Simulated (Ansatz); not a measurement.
# AlGeH11O3Si2: a nudged elastic band, and a look at its input

Aim: a nudged elastic band from the structure below. Read the input with care, then see what the program makes of it. The step meant is a four-centre ligand exchange at charge 0 and multiplicity 1, which changes Ge1–O4, H2–H3, Ge1–H2, H3–O4.

Method: PBE0-D4/def2-SVP; program: Ansatz 0.2.0, Gaussian basis.

1 further run of the same task is left out (it didn't finish).

### 1 The structure

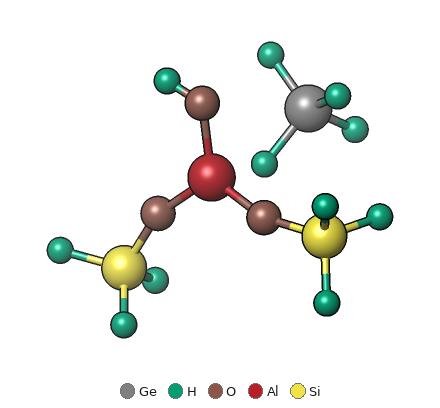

The start (germanium grey, hydrogen teal, oxygen brown, aluminium red, silicon yellow).

```
Ge   -1.89006   -0.27832   -1.85715
H    -1.90229    0.86219   -2.87271
H     1.38110    1.42200   -2.24140
O     1.20795    0.55791   -1.87194
Al    0.75820    0.36186   -0.24665
O     0.62062    1.70518    0.75828
Si    0.34968    2.56841    2.10312
O     0.87011   -1.17764    0.41641
Si    0.87269   -2.78682    0.58787
H    -1.25377    0.28303   -0.54095
H    -3.30997   -0.67284   -1.43493
H    -1.08260   -1.48531   -2.32224
H     0.84412    3.95854    1.91504
H    -1.10896    2.62243    2.39908
H     1.04649    1.96985    3.27398
H    -0.40827   -3.35911    0.08293
H     1.99229   -3.40438   -0.17236
H     1.01286   -3.14688    2.02362
```

### 2 The run

The input, run/in.yaml:

```yaml
crystal:
  periodic: [false, false, false]
  atoms:
    - {symbol: Ge, position_ang: [-1.890056, -0.278323, -1.857153]}
    - {symbol: H, position_ang: [-1.902288, 0.862194, -2.872711]}
    - {symbol: H, position_ang: [1.381099, 1.422003, -2.241399]}
    - {symbol: O, position_ang: [1.207952, 0.557911, -1.871944]}
    - {symbol: Al, position_ang: [0.758202, 0.361863, -0.246648]}
    - {symbol: O, position_ang: [0.620622, 1.705182, 0.758278]}
    - {symbol: Si, position_ang: [0.349678, 2.568411, 2.103124]}
    - {symbol: O, position_ang: [0.870107, -1.177641, 0.416408]}
    - {symbol: Si, position_ang: [0.872693, -2.786825, 0.587874]}
    - {symbol: H, position_ang: [-1.253770, 0.283029, -0.540947]}
    - {symbol: H, position_ang: [-3.309965, -0.672843, -1.434925]}
    - {symbol: H, position_ang: [-1.082598, -1.485305, -2.322236]}
    - {symbol: H, position_ang: [0.844117, 3.958542, 1.915038]}
    - {symbol: H, position_ang: [-1.108963, 2.622427, 2.399081]}
    - {symbol: H, position_ang: [1.046494, 1.969846, 3.273978]}
    - {symbol: H, position_ang: [-0.408269, -3.359111, 0.082929]}
    - {symbol: H, position_ang: [1.992289, -3.404385, -0.172360]}
    - {symbol: H, position_ang: [1.012860, -3.146875, 2.023617]}
basis:
  gaussian: {orbitals: def2-SVP}
hamiltonian: {xc: pbe0, dispersion: d4}
neb:
  images: 0
  climbing: true
  max_iterations: 30
  initial_path: idpp
  final_atoms:
    - {symbol: Ge, position_ang: [-1.526152, -0.951322, -2.375422]}
    - {symbol: H, position_ang: [-1.251665, 3.345793, -1.395509]}
    - {symbol: H, position_ang: [-1.160379, 2.603594, -1.389962]}
    - {symbol: O, position_ang: [-0.733716, 0.028140, -1.136059]}
    - {symbol: Al, position_ang: [0.192625, -0.095631, 0.252950]}
    - {symbol: O, position_ang: [0.680984, 1.286141, 1.053534]}
    - {symbol: Si, position_ang: [0.929915, 2.828532, 1.495342]}
    - {symbol: O, position_ang: [0.637028, -1.591643, 0.852192]}
    - {symbol: Si, position_ang: [1.015420, -3.088013, 1.347597]}
    - {symbol: H, position_ang: [-1.361586, -2.441368, -2.023605]}
    - {symbol: H, position_ang: [-3.009412, -0.551616, -2.391727]}
    - {symbol: H, position_ang: [-0.851146, -0.628171, -3.717450]}
    - {symbol: H, position_ang: [1.595461, 3.582645, 0.399590]}
    - {symbol: H, position_ang: [-0.362255, 3.490465, 1.818200]}
    - {symbol: H, position_ang: [1.801289, 2.867118, 2.699341]}
    - {symbol: H, position_ang: [0.469467, -4.098753, 0.401514]}
    - {symbol: H, position_ang: [2.492482, -3.246251, 1.413237]}
    - {symbol: H, position_ang: [0.441843, -3.339558, 2.696236]}
```

Launch:

```sh
ansatz run in.yaml --threads 4 --pin off --events-out ev --progress --plain --max-ram 66560MiB --backend cpu
```

Log:

```text
Error: invalid value for `neb.images`: must be ≥ 1; got 0
```

Wall time 0.05 s (4 threads of AMD EPYC 7R13, shared host).

### 3 Diagnosis

The program refused the input before any work.

A band needs at least one image.

The cure: ask for some images.

### 4 What came out

| quantity | value |
| --- | --- |
| this run | refused |
| fault | no images |

In words: A band needs at least one image.

For comparison, these settings ran to the end on the same system (32 iterations):

```yaml
hamiltonian: {xc: pbe0, dispersion: d4}
neb:
  images: 5
  climbing: true
  max_iterations: 40
  initial_path: idpp
```
